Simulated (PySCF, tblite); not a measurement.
# C6H3ClF2− (doublet): geometry, infrared bands and EPR parameters

Wanted: the infrared bands and EPR parameters of C6H3ClF2− (doublet) (`FC1=CC(Cl)=C(F)[CH][CH-]1`), by calculation.

Programs: tblite 0.8.0 and PySCF 2.14.0, with density-fitted response routines of our own. Each step states its level of theory. These are calculated values for one molecule in the gas phase, unless marked as measured. Atoms count from 0, in the outputs and in this text.

**1. Starting geometry**

12 atoms, charge -1, multiplicity 2; geometry from: force field or distance geometry start.

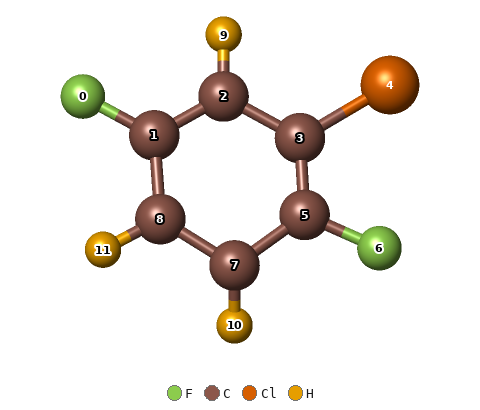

The starting geometry (fluorine green, carbon brown, chlorine orange, hydrogen amber), atoms numbered.

**2. Relaxing the molecule with GFN2-xTB**

The job: settings as JSON, then the geometry in Å.

```
{"job": {"kind": "relax", "xc": "GFN2-xTB", "basis": "xTB"}, "charge": -1, "multiplicity": 2}
F     -0.437500     2.761900    -0.238800
C     -0.250700     1.432900    -0.105100
C      0.982400     0.935600     0.046200
C      1.182000    -0.488200     0.187000
Cl     2.820700    -1.108200     0.384300
C      0.165400    -1.343100     0.197700
F      0.461800    -2.659800     0.344400
C     -1.243300    -0.955900     0.061500
C     -1.351700     0.485800    -0.088000
H      1.838400     1.574800     0.051800
H     -1.813500    -1.551100    -0.664200
H     -2.352800     0.914600    -0.202900
```

Started as:

```bash
OMP_NUM_THREADS=1 python probes_run.py task.json out
```

This one command runs all jobs of the session in turn.

**Question.** This job is followed by: GFN2-xTB harmonic vibrations, gas phase; UKS B3LYP, pcH-1 on C Cl F H, non-relativistic, mean-field spin-orbit, GIAO. What will the session give for the following? strongest single infrared mode (GFN2-xTB); zero-point energy (GFN2-xTB); g(iso) (B3LYP); ⟨S²⟩; largest a(iso).

As calculated:

```
                                 quantity                  value
strongest single infrared mode (GFN2-xTB)  1590 cm⁻¹, 172 km/mol
             zero-point energy (GFN2-xTB)          42.5 kcal/mol
                           g(iso) (B3LYP)                2.00282
                                     ⟨S²⟩     0.759 (exact 0.75)
                           largest a(iso)   13C on C3, 383.7 MHz
```

Relaxing lowered the energy by 0.780 eV in 66 steps; the close pair that moved most is C3–Cl4, from 1.763 to 1.878 Å. No mode is imaginary among the 30: a minimum at this level. The strongest single mode, at 1590 cm⁻¹, is spread over several atoms, C7, C1, C5, C2 among them. GFN2-xTB is a fitted tight-binding method: band positions and strengths are rough. Its intensities can rank the bands wrongly. The largest share of the spin, 0.50 e, sits on C3. The isotropic g lies 0.5 ppt above the free-electron value. The records flag this anion as possibly unbound in the gas phase, so the basis may hold the extra electron. These values are for one conformer; the search (at its own cheap level) found 1 more, at 1.49 kcal/mol, and measured spectra average over such forms.
